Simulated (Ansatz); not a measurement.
**BNH₃ (doublet): PBE0, B3LYP over a scan of the distance B1–N2, cc-pVDZ, part 1 of 2**

Aim: run BNH₃ (doublet) with these functionals over a scan of the distance B1–N2, and hold them against the top wave-function level at the same points.

Program: Ansatz 0.2.0, Gaussian basis. Level of theory: cc-pVDZ, all electrons in the functionals. These are calculated values, not measurements.

The runs, in order: PBE0, B3LYP, at 1.118 Å; 1.253 Å; 1.374 Å; 1.532 Å; 1.696 Å; 1.926 Å; 2.244 Å; 2.523 Å; 3.021 Å; 3.709 Å; 4.746 Å.

23 further runs of the same task are left out: 2 for a mislabelled method, 11 that didn't finish, 10 set aside as unsound or not needed.

### Step 1. The system

The geometry derives from a PBE0/def2-TZVP stationary point (not a proven minimum). One bond is set to the value named and the two fragments are kept rigid.

5 atoms, charge 0, spin multiplicity 2.

Atoms are counted from 1 here; the program's logs count them from 0.

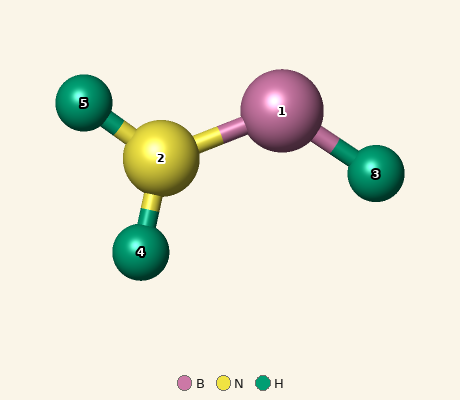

The geometry (boron pink, nitrogen yellow, hydrogen teal); atoms are numbered from 1 in the order of the file.

No dispersion term is added. B3LYP takes the VWN-RPA correlation.

The geometry shown and the zero of energy belong to the point 1.374 Å. The yardstick, UCCSDT(Q), and other wave-function levels (R restricted, U unrestricted, valence and pair active spaces) come from earlier runs.

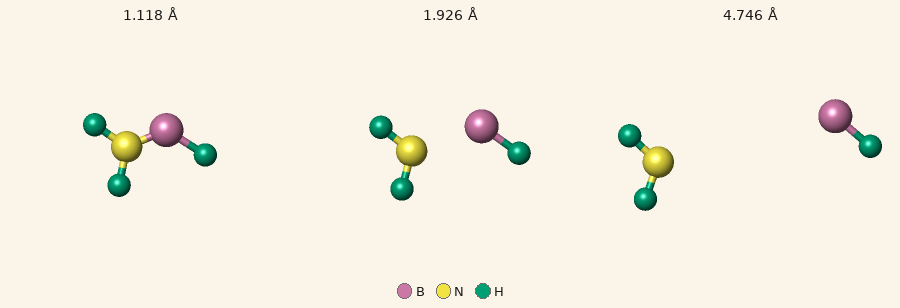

Three points of the scan; sticks are drawn by distance.

### Step 2. PBE0, 1.118 Å

in.yaml reads:

```yaml
crystal:
  periodic: [false, false, false]
  atoms:
    - {symbol: B, position_ang: [0.000000, -0.153277, 0.641644]}
    - {symbol: N, position_ang: [0.000000, 0.047857, -0.458115]}
    - {symbol: H, position_ang: [0.000000, 0.684345, 1.494363]}
    - {symbol: H, position_ang: [0.000000, 0.976176, -0.858327]}
    - {symbol: H, position_ang: [0.000000, -0.681533, -1.152073]}
basis:
  gaussian: {orbitals: cc-pVDZ}
magnetization: {spin_polarized: true, initial_magnetization: 1}
hamiltonian: {xc: {name: PBE0}}
output: {forces: true, orbitals: {seedname: orbitals}}
```

Run with:

```bash
ansatz run in.yaml --threads 1 --pin off --events-out ev --progress --plain --max-ram 2393MiB
```

The log of the run:

```text
Functional definition: PBE0
  name "PBE0"
  cite "Adamo & Barone, J. Chem. Phys. 110, 6158 (1999) doi:10.1063/1.478522"
  cite "Perdew, Burke & Ernzerhof, Phys. Rev. Lett. 77, 3865 (1996) doi:10.1103/PhysRevLett.77.3865"
  parent pbe
  parameter a = 0.25
  parameter kappa = 0.804
  parameter beta = 0.06672455060314922
  exchange = (1 - a)*pbe_x(kappa = kappa, mu = beta*pi^2/3) + a*exact_x
  correlation = pbe_c(beta = beta)
395 factors; integrals over basis functions are off by at most 1.3e-3 eV
mean field evaluation 1: about -2202.9556 eV, gradient 3.7e1 eV
mean field evaluation 2: about -2200.5503 eV, gradient 4.4e1 eV
mean field evaluation 4: about -2208.6656 eV, gradient 1.2e0 eV
mean field evaluation 8: about -2208.6730 eV, gradient 1.6e-2 eV
mean field -2208.67296784 eV, -81.1672344757 hartree, gradient 3.0e-5 eV, S^2 0.752864; 0 other end points of the search recorded, 0 dependent functions left out
the calculation of the forces begins
reference -2208.67298901 eV, -81.1672352539 hartree; 8, 7 occupied and 35, 36 virtual orbitals, 395 factors
Total energy: -2208.67298901 eV, -81.1672352539 hartree
Atom 0 at     0.000000    -0.153277     0.641644 Å, force    -0.000000    -4.303642    24.863689 eV/Å
Atom 1 at     0.000000     0.047857    -0.458115 Å, force    -0.000000     3.884474   -23.880569 eV/Å
Atom 2 at     0.000000     0.684345     1.494363 Å, force     0.000000     0.058316     0.474847 eV/Å
Atom 3 at     0.000000     0.976176    -0.858327 Å, force     0.000000     0.488658    -0.657966 eV/Å
Atom 4 at     0.000000    -0.681533    -1.152073 Å, force     0.000000    -0.127806    -0.800001 eV/Å
Dipole moment:     0.000000     0.173738    -0.601443 e Å
```

It took 1.2 s on 1 thread of Intel Xeon Platinum 8259CL at 2.50GHz, shared host.

From the report: ⟨S²⟩ of the determinant 0.753 (pure doublet: 0.75).

### Step 3. PBE0, 1.253 Å

in.yaml reads:

```yaml
crystal:
  periodic: [false, false, false]
  atoms:
    - {symbol: B, position_ang: [0.000000, -0.167255, 0.718068]}
    - {symbol: N, position_ang: [0.000000, 0.058167, -0.514488]}
    - {symbol: H, position_ang: [0.000000, 0.670367, 1.570787]}
    - {symbol: H, position_ang: [0.000000, 0.986486, -0.914700]}
    - {symbol: H, position_ang: [0.000000, -0.671223, -1.208446]}
basis:
  gaussian: {orbitals: cc-pVDZ}
magnetization: {spin_polarized: true, initial_magnetization: 1}
hamiltonian: {xc: {name: PBE0}}
output: {orbitals: {seedname: orbitals}}
```

The command is unchanged.

The log of the run:

```text
Functional definition: PBE0
  name "PBE0"
  cite "Adamo & Barone, J. Chem. Phys. 110, 6158 (1999) doi:10.1063/1.478522"
  cite "Perdew, Burke & Ernzerhof, Phys. Rev. Lett. 77, 3865 (1996) doi:10.1103/PhysRevLett.77.3865"
  parent pbe
  parameter a = 0.25
  parameter kappa = 0.804
  parameter beta = 0.06672455060314922
  exchange = (1 - a)*pbe_x(kappa = kappa, mu = beta*pi^2/3) + a*exact_x
  correlation = pbe_c(beta = beta)
396 factors; integrals over basis functions are off by at most 1.3e-3 eV
mean field evaluation 1: about -2206.3447 eV, gradient 3.3e1 eV
mean field evaluation 2: about -2203.5787 eV, gradient 4.1e1 eV
mean field evaluation 4: about -2210.8135 eV, gradient 9.8e-1 eV
mean field evaluation 8: about -2210.8180 eV, gradient 1.7e-2 eV
mean field -2210.81801896 eV, -81.2460636504 hartree, gradient 3.6e-5 eV, S^2 0.753056; 0 other end points of the search recorded, 0 dependent functions left out
reference -2210.81804025 eV, -81.2460644330 hartree; 8, 7 occupied and 35, 36 virtual orbitals, 396 factors
Total energy: -2210.81804025 eV, -81.2460644330 hartree
```

Wall time 0.9 s (1 thread of Intel Xeon Platinum 8259CL at 2.50GHz, shared host).

From the report: ⟨S²⟩ of the determinant 0.753 (pure doublet: 0.75).

### Step 4. PBE0, 1.374 Å

in.yaml reads:

```yaml
crystal:
  periodic: [false, false, false]
  atoms:
    - {symbol: B, position_ang: [0.000000, -0.179775, 0.786527]}
    - {symbol: N, position_ang: [0.000000, 0.067403, -0.564987]}
    - {symbol: H, position_ang: [0.000000, 0.657847, 1.639246]}
    - {symbol: H, position_ang: [0.000000, 0.995722, -0.965199]}
    - {symbol: H, position_ang: [0.000000, -0.661987, -1.258945]}
basis:
  gaussian: {orbitals: cc-pVDZ}
magnetization: {spin_polarized: true, initial_magnetization: 1}
hamiltonian: {xc: {name: PBE0}}
output: {forces: true, orbitals: {seedname: orbitals}}
```

The command is unchanged.

The log of the run, shortened:

```text
Functional definition: PBE0
  name "PBE0"
  cite "Adamo & Barone, J. Chem. Phys. 110, 6158 (1999) doi:10.1063/1.478522"
  cite "Perdew, Burke & Ernzerhof, Phys. Rev. Lett. 77, 3865 (1996) doi:10.1103/PhysRevLett.77.3865"
  parent pbe
[...]
396 factors; integrals over basis functions are off by at most 1.3e-3 eV
[...]
mean field -2211.26902327 eV, -81.2626377532 hartree, gradient 4.6e-5 eV, S^2 0.753531; 0 other end points of the search recorded, 0 dependent functions left out
[...]
reference -2211.26904469 eV, -81.2626385405 hartree; 8, 7 occupied and 35, 36 virtual orbitals, 396 factors
Total energy: -2211.26904469 eV, -81.2626385405 hartree
Atom 0 at     0.000000    -0.179775     0.786527 Å, force     0.000000    -0.237215    -0.027322 eV/Å
Atom 1 at     0.000000     0.067403    -0.564987 Å, force    -0.000000    -0.018485     0.132433 eV/Å
Atom 2 at     0.000000     0.657847     1.639246 Å, force    -0.000000     0.204609     0.203228 eV/Å
Atom 3 at     0.000000     0.995722    -0.965199 Å, force     0.000000     0.253705    -0.109897 eV/Å
Atom 4 at     0.000000    -0.661987    -1.258945 Å, force     0.000000    -0.202614    -0.198441 eV/Å
Dipole moment:     0.000000     0.167961    -0.481823 e Å
```

It took 1.1 s on 1 thread of Intel Xeon Platinum 8259CL at 2.50GHz, shared host.

From the report: ⟨S²⟩ of the determinant 0.754 (pure doublet: 0.75).

Orbitals, density, ELF and potential are computed afterwards from the orbital file.

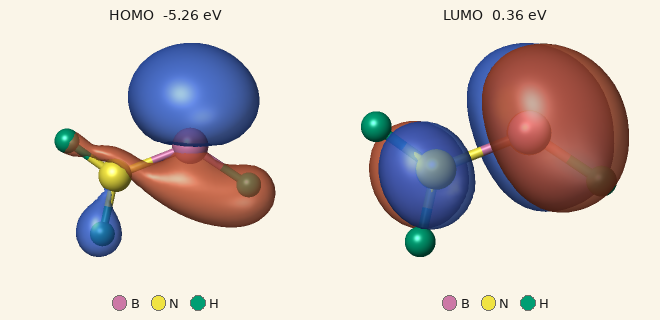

Frontier orbitals at PBE0/cc-pVDZ (alpha spin); each surface holds 70 % of the orbital's density, blue and red mark the sign.

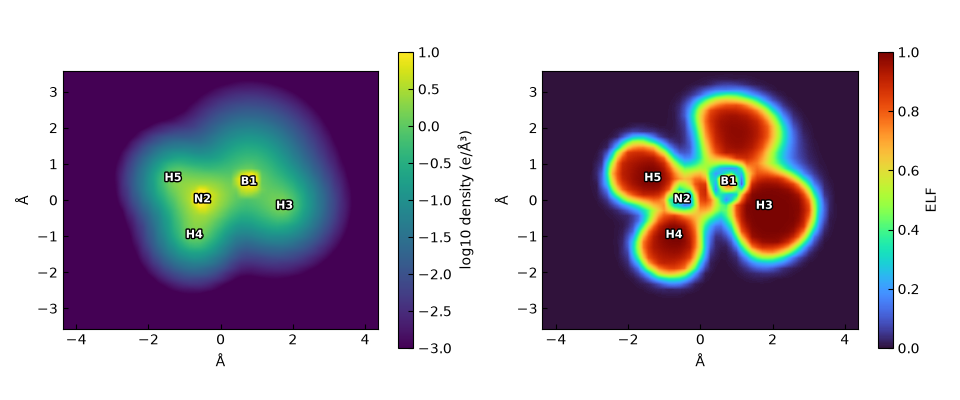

Density (left) and ELF (right) in a plane through or near 5 of the atoms.

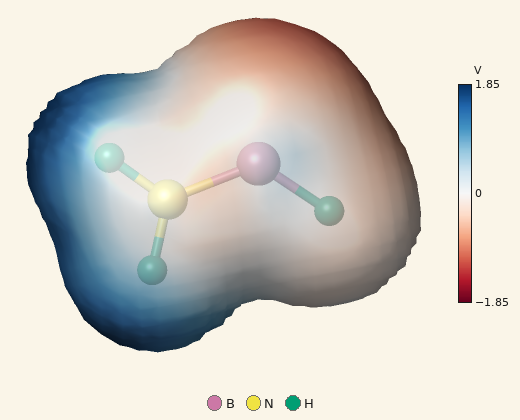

The potential that a unit positive charge feels on the 0.002 e/bohr³ surface, from the 1st to the 99th percentile, from -1.09 V near B1 to 1.85 V near H5.

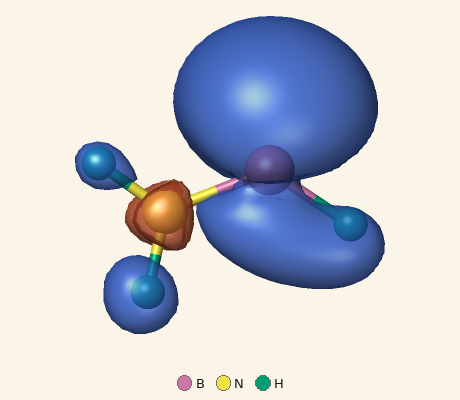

Spin density at ±0.02 e/Å³ (alpha excess blue, beta excess red).

### Step 5. PBE0, 1.532 Å

in.yaml reads:

```yaml
crystal:
  periodic: [false, false, false]
  atoms:
    - {symbol: B, position_ang: [0.000000, -0.196141, 0.876010]}
    - {symbol: N, position_ang: [0.000000, 0.079475, -0.630993]}
    - {symbol: H, position_ang: [0.000000, 0.641481, 1.728729]}
    - {symbol: H, position_ang: [0.000000, 1.007794, -1.031205]}
    - {symbol: H, position_ang: [0.000000, -0.649915, -1.324951]}
basis:
  gaussian: {orbitals: cc-pVDZ}
magnetization: {spin_polarized: true, initial_magnetization: 1}
hamiltonian: {xc: {name: PBE0}}
output: {forces: true, orbitals: {seedname: orbitals}}
```

Launched as before.

The log of the run, shortened:

```text
Functional definition: PBE0
  name "PBE0"
  cite "Adamo & Barone, J. Chem. Phys. 110, 6158 (1999) doi:10.1063/1.478522"
  cite "Perdew, Burke & Ernzerhof, Phys. Rev. Lett. 77, 3865 (1996) doi:10.1103/PhysRevLett.77.3865"
  parent pbe
[...]
396 factors; integrals over basis functions are off by at most 1.3e-3 eV
[...]
mean field -2210.85800662 eV, -81.2475331701 hartree, gradient 1.8e-5 eV, S^2 0.754579; 0 other end points of the search recorded, 0 dependent functions left out
[...]
reference -2210.85802801 eV, -81.2475339559 hartree; 8, 7 occupied and 35, 36 virtual orbitals, 396 factors
Total energy: -2210.85802801 eV, -81.2475339559 hartree
Atom 0 at     0.000000    -0.196141     0.876010 Å, force    -0.000000     0.424246    -4.678037 eV/Å
Atom 1 at     0.000000     0.079475    -0.630993 Å, force    -0.000000    -0.644486     4.553024 eV/Å
Atom 2 at     0.000000     0.641481     1.728729 Å, force     0.000000     0.282239     0.094458 eV/Å
Atom 3 at     0.000000     1.007794    -1.031205 Å, force    -0.000000     0.216187     0.055338 eV/Å
Atom 4 at     0.000000    -0.649915    -1.324951 Å, force     0.000000    -0.278186    -0.024783 eV/Å
Dipole moment:    -0.000000     0.158395    -0.382705 e Å
```

It took 1.2 s on 1 thread of Intel Xeon Platinum 8259CL at 2.50GHz, shared host.

From the report: ⟨S²⟩ of the determinant 0.755 (pure doublet: 0.75).

From 1.374 Å: +39.7 kJ/mol.

### Step 6. PBE0, 1.696 Å

in.yaml reads:

```yaml
crystal:
  periodic: [false, false, false]
  atoms:
    - {symbol: B, position_ang: [0.000000, -0.213120, 0.968851]}
    - {symbol: N, position_ang: [0.000000, 0.092000, -0.699477]}
    - {symbol: H, position_ang: [0.000000, 0.624502, 1.821570]}
    - {symbol: H, position_ang: [0.000000, 1.020319, -1.099689]}
    - {symbol: H, position_ang: [0.000000, -0.637390, -1.393435]}
basis:
  gaussian: {orbitals: cc-pVDZ}
magnetization: {spin_polarized: true, initial_magnetization: 1}
hamiltonian: {xc: {name: PBE0}}
output: {orbitals: {seedname: orbitals}}
```

The command is unchanged.

The log of the run:

```text
Functional definition: PBE0
  name "PBE0"
  cite "Adamo & Barone, J. Chem. Phys. 110, 6158 (1999) doi:10.1063/1.478522"
  cite "Perdew, Burke & Ernzerhof, Phys. Rev. Lett. 77, 3865 (1996) doi:10.1103/PhysRevLett.77.3865"
  parent pbe
  parameter a = 0.25
  parameter kappa = 0.804
  parameter beta = 0.06672455060314922
  exchange = (1 - a)*pbe_x(kappa = kappa, mu = beta*pi^2/3) + a*exact_x
  correlation = pbe_c(beta = beta)
397 factors; integrals over basis functions are off by at most 1.4e-3 eV
mean field evaluation 1: about -2205.5664 eV, gradient 3.2e1 eV
mean field evaluation 2: about -2188.7861 eV, gradient 6.3e1 eV
mean field evaluation 4: about -2209.9138 eV, gradient 1.5e0 eV
mean field evaluation 8: about -2209.9278 eV, gradient 8.7e-2 eV
mean field evaluation 16: about -2209.9281 eV, gradient 6.3e-5 eV
mean field -2209.92814510 eV, -81.2133613892 hartree, gradient 6.3e-5 eV, S^2 0.756434; 0 other end points of the search recorded, 0 dependent functions left out
reference -2209.92816614 eV, -81.2133621624 hartree; 8, 7 occupied and 35, 36 virtual orbitals, 397 factors
Total energy: -2209.92816614 eV, -81.2133621624 hartree
```

It took 0.96 s on 1 thread of Intel Xeon Platinum 8259CL at 2.50GHz, shared host.

From the report: ⟨S²⟩ of the determinant 0.756 (pure doublet: 0.75).

From 1.374 Å: +129.4 kJ/mol.

### Step 7. PBE0, 1.926 Å

in.yaml reads:

```yaml
crystal:
  periodic: [false, false, false]
  atoms:
    - {symbol: B, position_ang: [0.000000, -0.236933, 1.099055]}
    - {symbol: N, position_ang: [0.000000, 0.109565, -0.795521]}
    - {symbol: H, position_ang: [0.000000, 0.600689, 1.951774]}
    - {symbol: H, position_ang: [0.000000, 1.037884, -1.195733]}
    - {symbol: H, position_ang: [0.000000, -0.619825, -1.489479]}
basis:
  gaussian: {orbitals: cc-pVDZ}
magnetization: {spin_polarized: true, initial_magnetization: 1}
hamiltonian: {xc: {name: PBE0}}
output: {forces: true, orbitals: {seedname: orbitals}}
```

Same command.

The log of the run, shortened:

```text
Functional definition: PBE0
  name "PBE0"
  cite "Adamo & Barone, J. Chem. Phys. 110, 6158 (1999) doi:10.1063/1.478522"
  cite "Perdew, Burke & Ernzerhof, Phys. Rev. Lett. 77, 3865 (1996) doi:10.1103/PhysRevLett.77.3865"
  parent pbe
[...]
400 factors; integrals over basis functions are off by at most 1.3e-3 eV
[...]
mean field -2208.43299334 eV, -81.1584155757 hartree, gradient 5.5e-5 eV, S^2 0.762297; 0 other end points of the search recorded, 0 dependent functions left out
[...]
reference -2208.43301411 eV, -81.1584163387 hartree; 8, 7 occupied and 35, 36 virtual orbitals, 400 factors
Total energy: -2208.43301411 eV, -81.1584163387 hartree
Atom 0 at     0.000000    -0.236933     1.099055 Å, force     0.000000     0.403279    -6.305323 eV/Å
Atom 1 at     0.000000     0.109565    -0.795521 Å, force     0.000000    -0.666136     6.003320 eV/Å
Atom 2 at     0.000000     0.600689     1.951774 Å, force    -0.000000     0.472675    -0.035675 eV/Å
Atom 3 at     0.000000     1.037884    -1.195733 Å, force    -0.000000     0.252048     0.217955 eV/Å
Atom 4 at     0.000000    -0.619825    -1.489479 Å, force    -0.000000    -0.461866     0.119724 eV/Å
Dipole moment:     0.000000     0.127132    -0.102281 e Å
```

Run time: 1.2 s. Hardware: 1 thread of Intel Xeon Platinum 8259CL at 2.50GHz, shared host.

From the report: ⟨S²⟩ of the determinant 0.762 (pure doublet: 0.75).

From 1.374 Å: +273.6 kJ/mol.

### Step 8. PBE0, 2.244 Å

in.yaml reads:

```yaml
crystal:
  periodic: [false, false, false]
  atoms:
    - {symbol: B, position_ang: [0.000000, -0.269857, 1.279075]}
    - {symbol: N, position_ang: [0.000000, 0.133851, -0.928311]}
    - {symbol: H, position_ang: [0.000000, 0.567765, 2.131794]}
    - {symbol: H, position_ang: [0.000000, 1.062170, -1.328523]}
    - {symbol: H, position_ang: [0.000000, -0.595539, -1.622269]}
basis:
  gaussian: {orbitals: cc-pVDZ}
magnetization: {spin_polarized: true, initial_magnetization: 1}
hamiltonian: {xc: {name: PBE0}}
output: {orbitals: {seedname: orbitals}}
```

Launched as before.

The log of the run, shortened:

```text
Functional definition: PBE0
  name "PBE0"
  cite "Adamo & Barone, J. Chem. Phys. 110, 6158 (1999) doi:10.1063/1.478522"
  cite "Perdew, Burke & Ernzerhof, Phys. Rev. Lett. 77, 3865 (1996) doi:10.1103/PhysRevLett.77.3865"
  parent pbe
[...]
401 factors; integrals over basis functions are off by at most 1.3e-3 eV
[...]
mean field -2206.58590173 eV, -81.0905362109 hartree, gradient 1.7e-5 eV, S^2 0.816760; 3 other end points of the search recorded, 0 dependent functions left out
reference -2206.58592309 eV, -81.0905369958 hartree; 8, 7 occupied and 35, 36 virtual orbitals, 401 factors
Total energy: -2206.58592309 eV, -81.0905369958 hartree
```

Wall time 1.4 s (1 thread of Intel Xeon Platinum 8259CL at 2.50GHz, shared host).

From the report: ⟨S²⟩ of the determinant 0.817 (pure doublet: 0.75).

From 1.374 Å: +451.9 kJ/mol.

### Step 9. PBE0, 2.523 Å

in.yaml reads:

```yaml
crystal:
  periodic: [false, false, false]
  atoms:
    - {symbol: B, position_ang: [0.000000, -0.298743, 1.437018]}
    - {symbol: N, position_ang: [0.000000, 0.155159, -1.044817]}
    - {symbol: H, position_ang: [0.000000, 0.538879, 2.289737]}
    - {symbol: H, position_ang: [0.000000, 1.083478, -1.445029]}
    - {symbol: H, position_ang: [0.000000, -0.574231, -1.738775]}
basis:
  gaussian: {orbitals: cc-pVDZ}
magnetization: {spin_polarized: true, initial_magnetization: 1}
hamiltonian: {xc: {name: PBE0}}
output: {forces: true, orbitals: {seedname: orbitals}}
```

Same command.

The log of the run, shortened:

```text
Functional definition: PBE0
  name "PBE0"
  cite "Adamo & Barone, J. Chem. Phys. 110, 6158 (1999) doi:10.1063/1.478522"
  cite "Perdew, Burke & Ernzerhof, Phys. Rev. Lett. 77, 3865 (1996) doi:10.1103/PhysRevLett.77.3865"
  parent pbe
[...]
401 factors; integrals over basis functions are off by at most 1.3e-3 eV
[...]
mean field -2205.58062449 eV, -81.0535929539 hartree, gradient 1.1e-5 eV, S^2 1.212000; 11 other end points of the search recorded, 0 dependent functions left out
[...]
reference -2205.58064702 eV, -81.0535937818 hartree; 8, 7 occupied and 35, 36 virtual orbitals, 401 factors
WARN: the results are in doubt because the forces break the atoms' symmetry
Total energy: -2205.58064702 eV, -81.0535937818 hartree
Atom 0 at     0.000000    -0.298743     1.437018 Å, force    -0.407360    -1.663903    -1.066026 eV/Å
Atom 1 at     0.000000     0.155159    -1.044817 Å, force     1.115032     0.296386     2.374815 eV/Å
Atom 2 at     0.000000     0.538879     2.289737 Å, force     0.168126     1.324082     0.287149 eV/Å
Atom 3 at     0.000000     1.083478    -1.445029 Å, force    -0.535807     0.472457    -0.822694 eV/Å
Atom 4 at     0.000000    -0.574231    -1.738775 Å, force    -0.339991    -0.429022    -0.773244 eV/Å
Dipole moment:     0.013551     0.315689    -0.451211 e Å
In doubt: the forces break the atoms' symmetry
```

It took 5.5 s on 1 thread of Intel Xeon Platinum 8259CL at 2.50GHz, shared host.

From the report: ⟨S²⟩ of the determinant 1.212 (pure doublet: 0.75). Mind the lines of doubt at the end of the log.

From 1.374 Å: +548.8 kJ/mol.

### Step 10. PBE0, 3.021 Å

in.yaml reads:

```yaml
crystal:
  periodic: [false, false, false]
  atoms:
    - {symbol: B, position_ang: [0.000000, -0.350303, 1.718937]}
    - {symbol: N, position_ang: [0.000000, 0.193192, -1.252772]}
    - {symbol: H, position_ang: [0.000000, 0.487319, 2.571656]}
    - {symbol: H, position_ang: [0.000000, 1.121511, -1.652984]}
    - {symbol: H, position_ang: [0.000000, -0.536198, -1.946730]}
basis:
  gaussian: {orbitals: cc-pVDZ}
magnetization: {spin_polarized: true, initial_magnetization: 1}
hamiltonian: {xc: {name: PBE0}}
output: {forces: true, orbitals: {seedname: orbitals}}
```

Same command.

The log of the run, shortened:

```text
Functional definition: PBE0
  name "PBE0"
  cite "Adamo & Barone, J. Chem. Phys. 110, 6158 (1999) doi:10.1063/1.478522"
  cite "Perdew, Burke & Ernzerhof, Phys. Rev. Lett. 77, 3865 (1996) doi:10.1103/PhysRevLett.77.3865"
  parent pbe
[...]
401 factors; integrals over basis functions are off by at most 1.4e-3 eV
[...]
mean field -2205.50074337 eV, -81.0506573767 hartree, gradient 6.8e-6 eV, S^2 1.111607; 10 other end points of the search recorded, 0 dependent functions left out
[...]
reference -2205.50076925 eV, -81.0506583277 hartree; 8, 7 occupied and 35, 36 virtual orbitals, 401 factors
WARN: the results are in doubt because the forces break the atoms' symmetry
Total energy: -2205.50076925 eV, -81.0506583277 hartree
Atom 0 at     0.000000    -0.350303     1.718937 Å, force     0.024524    -1.377804    -0.744315 eV/Å
Atom 1 at     0.000000     0.193192    -1.252772 Å, force    -0.093032     0.037010     2.168204 eV/Å
Atom 2 at     0.000000     0.487319     2.571656 Å, force    -0.008428     1.181382     0.668956 eV/Å
Atom 3 at     0.000000     1.121511    -1.652984 Å, force     0.043387     0.447746    -1.015387 eV/Å
Atom 4 at     0.000000    -0.536198    -1.946730 Å, force     0.033549    -0.288334    -1.077458 eV/Å
Dipole moment:    -0.000189     0.309037    -0.371783 e Å
In doubt: the forces break the atoms' symmetry
```

Wall time 4.4 s (1 thread of Intel Xeon Platinum 8259CL at 2.50GHz, shared host).

From the report: ⟨S²⟩ of the determinant 1.112 (pure doublet: 0.75). Mind the lines of doubt at the end of the log.

From 1.374 Å: +556.6 kJ/mol.

### Step 11. PBE0, 3.709 Å

in.yaml reads:

```yaml
crystal:
  periodic: [false, false, false]
  atoms:
    - {symbol: B, position_ang: [0.000000, -0.421535, 2.108415]}
    - {symbol: N, position_ang: [0.000000, 0.245735, -1.540068]}
    - {symbol: H, position_ang: [0.000000, 0.416087, 2.961134]}
    - {symbol: H, position_ang: [0.000000, 1.174054, -1.940280]}
    - {symbol: H, position_ang: [0.000000, -0.483655, -2.234026]}
basis:
  gaussian: {orbitals: cc-pVDZ}
magnetization: {spin_polarized: true, initial_magnetization: 1}
hamiltonian: {xc: {name: PBE0}}
output: {orbitals: {seedname: orbitals}}
```

The command is unchanged.

The log of the run, shortened:

```text
Functional definition: PBE0
  name "PBE0"
  cite "Adamo & Barone, J. Chem. Phys. 110, 6158 (1999) doi:10.1063/1.478522"
  cite "Perdew, Burke & Ernzerhof, Phys. Rev. Lett. 77, 3865 (1996) doi:10.1103/PhysRevLett.77.3865"
  parent pbe
[...]
401 factors; integrals over basis functions are off by at most 1.4e-3 eV
[...]
mean field -2205.47659097 eV, -81.0497697923 hartree, gradient 3.5e-6 eV, S^2 1.039302; 9 other end points of the search recorded, 0 dependent functions left out
reference -2205.47661817 eV, -81.0497707920 hartree; 8, 7 occupied and 35, 36 virtual orbitals, 401 factors
Total energy: -2205.47661817 eV, -81.0497707920 hartree
```

Run time: 6 s. Hardware: 1 thread of Intel Xeon Platinum 8259CL at 2.50GHz, shared host.

From the report: ⟨S²⟩ of the determinant 1.039 (pure doublet: 0.75).

From 1.374 Å: +558.9 kJ/mol.

(Continued in part 2 of 2.)
